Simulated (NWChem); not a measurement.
# BPH6 (SMILES [BH3-][PH3+]): levels of theory compared

Wanted: a comparison of 4 runs (HF/def2-SVPD, B3LYP/6-31G*, MP2/6-31G*, CCSD/6-31G**) of BPH6. 

Program for the calculation: NWChem 7.3.0.

1 further run of the same task is left out (set aside as unsound or not needed).

### 1 The structure to begin with

BPH6 has 8 atoms, charge 0, and is taken as a singlet. As SMILES, `[BH3-][PH3+]`. The shape is that of a PBE0-D4/def2-TZVP optimisation.

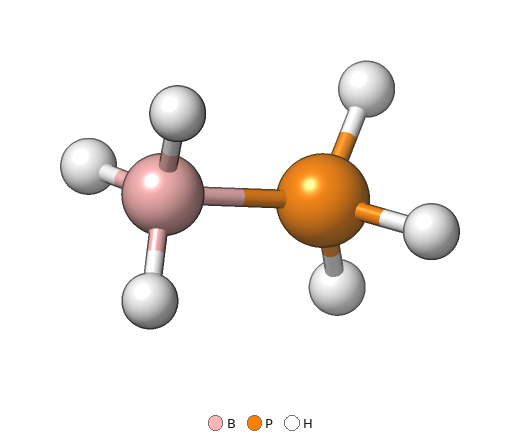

Viewed from a chosen angle; boron pink, phosphorus orange, hydrogen white.

### 2 Energy and gradient at HF/def2-SVPD (run 1)

The input, test.nw:

```
start test
title "BH6P gradient"
memory total 2200 mb
charge 0
geometry units angstroms noautosym nocenter noautoz
  B     -0.556100     0.227200    -0.914000
  P      0.433900    -0.181600     0.667700
  H     -1.693400     0.343100    -0.520100
  H     -0.367800    -0.730200    -1.628000
  H     -0.055500     1.254200    -1.309900
  H      0.418800     0.755700     1.718800
  H      1.823100    -0.380300     0.547100
  H      0.089200    -1.345200     1.382600
end
basis spherical bse
  * library def2-SVPD
end
scf
  thresh 1e-08
  maxiter 80
  print medium
end
task scf gradient
```

Started as:

```
$ nwchem test.nw > test.out
```

Log:

```text
[...]
  functions       =    92
[...]
  wavefunction    = RHF
[...]
         Total SCF energy =   -368.756278303521
      One-electron energy =   -625.549871125803
      Two-electron energy =    197.249071353088
 Nuclear repulsion energy =     59.544521469194
        Time for solution =      8.4s
[...]
                         RHF ENERGY GRADIENTS
    atom               coordinates                        gradient
                 x          y          z           x          y          z
   1 B      -1.050877   0.429346  -1.727210    0.006558  -0.002740   0.010477
   2 P       0.819952  -0.343174   1.261770   -0.014506   0.006029  -0.023149
   3 H      -3.200062   0.648365  -0.982846    0.003348  -0.000533   0.000050
   4 H      -0.695041  -1.379878  -3.076474    0.000162   0.002059   0.002708
   5 H      -0.104880   2.370094  -2.475352   -0.000573  -0.002715   0.001942
   6 H       0.791417   1.428066   3.248061    0.001139   0.000872   0.003373
   7 H       3.445159  -0.718663   1.033869    0.003215  -0.000776   0.001688
   8 H       0.168564  -2.542059   2.612735    0.000657  -0.002195   0.002910
[...]
```

Wall time 12 s (1 thread of Intel Xeon Platinum 8488C (Sapphire Rapids), shared host); peak memory 0.1 GiB.

### 3 Energy and gradient at B3LYP/6-31G(d) (spherical functions) (run 2)

The input, bh6p.xyz:

```xyz
8

B     -0.556100     0.227200    -0.914000
P      0.433900    -0.181600     0.667700
H     -1.693400     0.343100    -0.520100
H     -0.367800    -0.730200    -1.628000
H     -0.055500     1.254200    -1.309900
H      0.418800     0.755700     1.718800
H      1.823100    -0.380300     0.547100
H      0.089200    -1.345200     1.382600
```

The input, bh6p.nw:

```
start bh6p
memory total 2200 mb
charge 0

geometry noautosym nocenter noautoz
load bh6p.xyz
end

basis spherical bse
* library 6-31G*
end

dft
xc b3lyp
grid xfine
convergence energy 1e-08
maxiter 100
mulliken
print medium
end

task dft gradient
```

Started as:

```
$ nwchem bh6p.nw > bh6p.out
```

Log:

```text
[...]
          Wavefunction type:  closed shell.
          No. of atoms     :     8
          No. of electrons :    26
[...]
          Charge           :     0
          Spin multiplicity:     1
[...]
          AO basis - number of functions:    44
[...]
              XC Information
              --------------
                         B3LYP Method XC Potential
                     Hartree-Fock (Exact) Exchange  0.200
                        Slater Exchange Functional  0.800 local
                    Becke 1988 Exchange Functional  0.720 non-local
              Lee-Yang-Parr Correlation Functional  0.810
                  VWN I RPA Correlation Functional  0.190 local
[...]
 d= 0,ls=0.0,diis     1   -369.7397310354 -4.29D+02  1.96D-02  2.32D-01     1.9
[...]
 d= 0,ls=0.0,diis     8   -369.7830004063 -7.43D-11  2.14D-07  5.45D-11    12.8
         Total DFT energy =     -369.783000406325
      One electron energy =     -626.220653713506
           Coulomb energy =      226.474153843278
    Exchange-Corr. energy =      -29.581022005290
 Nuclear repulsion energy =       59.544521469194
[...]
      Total Density - Mulliken Population Analysis
     ---------------------------------------------
    Atom       Charge   Shell Charges
 -----------   ------   -------------------------------------------------------
    1 B    5     5.20   2.00  0.54  1.62  0.42  0.58  0.04
    2 P   15    14.84   2.00  2.00  5.97  1.21  2.50  0.37  0.65  0.14
    3 H    1     1.04   0.51  0.53
    4 H    1     1.04   0.51  0.53
    5 H    1     1.04   0.51  0.53
    6 H    1     0.95   0.51  0.44
    7 H    1     0.95   0.51  0.44
    8 H    1     0.95   0.51  0.44
[...]
  wavefunction    = closed shell
                         DFT ENERGY GRADIENTS
    atom               coordinates                        gradient
                 x          y          z           x          y          z
   1 B      -1.050877   0.429346  -1.727210    0.004152  -0.001744   0.006633
   2 P       0.819952  -0.343174   1.261770   -0.003600   0.001524  -0.005721
   3 H      -3.200062   0.648365  -0.982846    0.000418  -0.000178   0.000706
   4 H      -0.695041  -1.379878  -3.076474    0.000433  -0.000179   0.000689
   5 H      -0.104880   2.370094  -2.475352    0.000451  -0.000159   0.000691
   6 H       0.791417   1.428066   3.248061   -0.000383  -0.000489  -0.001356
   7 H       3.445159  -0.718663   1.033869   -0.001310   0.000290  -0.000539
   8 H       0.168564  -2.542059   2.612735   -0.000160   0.000934  -0.001103
[...]
```

It took 17 s on 1 thread of Intel Xeon Platinum 8488C (Sapphire Rapids), shared host; peak memory 0.14 GiB.

### 4 Energy and gradient at MP2/6-31G(d) (spherical functions) (run 3)

The input, nw.xyz:

```xyz
8

B     -0.556100     0.227200    -0.914000
P      0.433900    -0.181600     0.667700
H     -1.693400     0.343100    -0.520100
H     -0.367800    -0.730200    -1.628000
H     -0.055500     1.254200    -1.309900
H      0.418800     0.755700     1.718800
H      1.823100    -0.380300     0.547100
H      0.089200    -1.345200     1.382600
```

The input, nw.nw:

```
echo
start nw
memory stack 880 mb heap 220 mb global 1100 mb

geometry units angstrom noautosym nocenter noautoz
   load nw.xyz
end

basis spherical bse
   * library 6-31G*
end

scf
   thresh 1e-08
   maxiter 80
end

mp2
   freeze core 6
   tight
end

task mp2 gradient
```

Started as:

```
$ nwchem nw.nw > nw.out
```

Log:

```text
[...]
  functions       =    44
[...]
  wavefunction    = RHF
[...]
         Total SCF energy =   -368.848933193062
      One-electron energy =   -625.857684457173
      Two-electron energy =    197.464229794917
 Nuclear repulsion energy =     59.544521469194
        Time for solution =      2.9s
[...]
          Total MP2 energy          -369.049007305079
[...]
                         mp2 ENERGY GRADIENTS
    atom               coordinates                        gradient
                 x          y          z           x          y          z
   1 B      -1.050877   0.429346  -1.727210    0.003545  -0.001497   0.005659
   2 P       0.819952  -0.343174   1.261770   -0.006985   0.002924  -0.011129
   3 H      -3.200062   0.648365  -0.982846   -0.000544  -0.000105   0.001197
   4 H      -0.695041  -1.379878  -3.076474    0.000685  -0.001088   0.000164
   5 H      -0.104880   2.370094  -2.475352    0.000991   0.000749   0.000457
   6 H       0.791417   1.428066   3.248061    0.000339   0.000940   0.001793
   7 H       3.445159  -0.718663   1.033869    0.002020  -0.000388   0.000436
   8 H       0.168564  -2.542059   2.612735   -0.000050  -0.001536   0.001423
[...]
```

Wall time 8.4 s (1 thread of Intel Xeon Platinum 8488C (Sapphire Rapids), shared host); peak memory 0.11 GiB.

### 5 A single-point energy at CCSD/6-31G(d,p) (spherical functions) (run 4)

The input, sp.nw:

```
START sp
TITLE "BH6P ccsd"
memory 2200 mb

GEOMETRY units angstrom noautosym nocenter noautoz
   B       -0.556100       0.227200      -0.914000
   P        0.433900      -0.181600       0.667700
   H       -1.693400       0.343100      -0.520100
   H       -0.367800      -0.730200      -1.628000
   H       -0.055500       1.254200      -1.309900
   H        0.418800       0.755700       1.718800
   H        1.823100      -0.380300       0.547100
   H        0.089200      -1.345200       1.382600
END

BASIS "ao basis" spherical bse
   B library 6-31G**
   P library 6-31G**
   H library 6-31G**
END

SCF
   thresh 1e-08
   maxiter 80
END

CCSD
   freeze core 6
   maxiter 60
END

TASK ccsd
```

Started as:

```
$ nwchem sp.nw > sp.out
```

Log:

```text
[...]
  functions       =    62
[...]
  wavefunction    = RHF
[...]
         Total SCF energy =   -368.859032856896
      One-electron energy =   -625.872051970707
      Two-electron energy =    197.468497644617
 Nuclear repulsion energy =     59.544521469194
        Time for solution =      4.3s
[...]
 Total MP2 energy:           -369.098135661745118
[...]
             energy      energy      error      ampl     ampl      Block
                                                time     time      time
[...]
 Total CCSD energy:           -369.140316791703185
[...]
```

Wall time 22 s (1 thread of Intel Xeon Platinum 8488C (Sapphire Rapids), shared host); peak memory 0.12 GiB.

### 6 Overview of the runs

```
run                               level  iteration cap  module  energy (Eh)  dipole moment (D)  HOMO energy (eV)  LUMO energy (eV)  wall time
  1                        HF/def2-SVPD             80     scf  -368.756278               4.40            -11.88              2.15       12 s
  2  B3LYP/6-31G* (spherical functions)            100     dft  -369.783000               4.06             -8.18              0.68       17 s
  3    MP2/6-31G* (spherical functions)             80     mp2  -369.049007               4.36            -11.80              4.41      8.4 s
  4  CCSD/6-31G** (spherical functions)             80    ccsd  -369.140317                  –            -11.77              4.43       22 s
```

### 7 What came out

```
                                          quantity          value
                               run 4: total energy  -369.14032 Eh
        run 4: HOMO energy (Hartree–Fock orbitals)      -11.77 eV
        run 4: LUMO energy (Hartree–Fock orbitals)        4.43 eV
      run 4: HOMO–LUMO gap (Hartree–Fock orbitals)       16.21 eV
run 4: correlation energy (6 core orbitals frozen)     -281.3 mEh
```

**Reading.** Over runs 1, 2, 3 the dipole moment (its size) runs from 4.06 D (B3LYP/6-31G*) to 4.40 D (HF/def2-SVPD). The two ends differ in method and basis. All runs together took 59 s, the longest 22 s.
